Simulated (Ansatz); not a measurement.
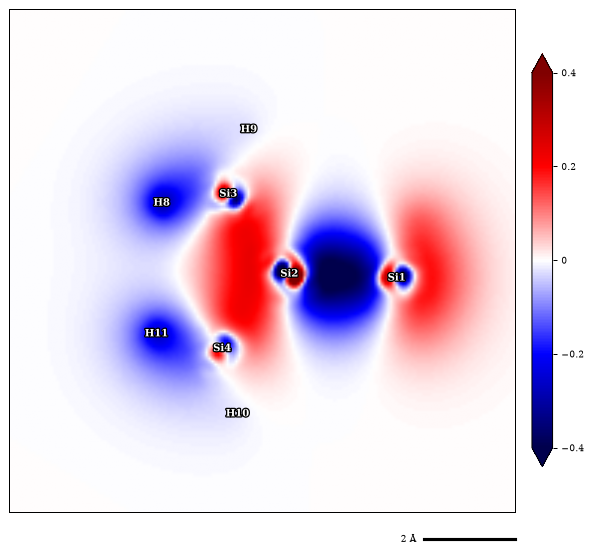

*H7Si4 (SMILES [SiH2]=[Si]([SiH2+])[SiH3]) (charge +1). The HOMO−1 on the plane of atoms Si1, Si2 and Si3 (values in Å⁻³ᐟ²; the overall sign is arbitrary).*

Geometry: B3LYP-D3(BJ)/def2-SVP.

Method: isolated molecule in a Gaussian basis; Kohn-Sham density functional theory, functional PBE0 (Ansatz).

```xyz
11

Si   -1.7575    2.4877   -0.2186
Si    0.2838    1.3468   -0.5534
Si    2.3462    2.1414   -0.6040
Si    0.6514   -0.7734   -1.0613
H    -2.7401    1.8008   -1.0927
H    -2.0800    2.3591    1.2238
H    -1.4902    3.8885   -0.6278
H     3.4772    1.2181   -0.8588
H     2.7164    3.5613   -0.3994
H    -0.4008   -1.8009   -1.2407
H     2.0433   -1.2478   -1.2454
```

### Where does this orbital lie, and at what energy?

It lies mainly on Si2 (about 35 %), Si1 (about 30 %), Si3 (about 10 %) and Si4 (about 10 %). Its energy is −13.02 eV.
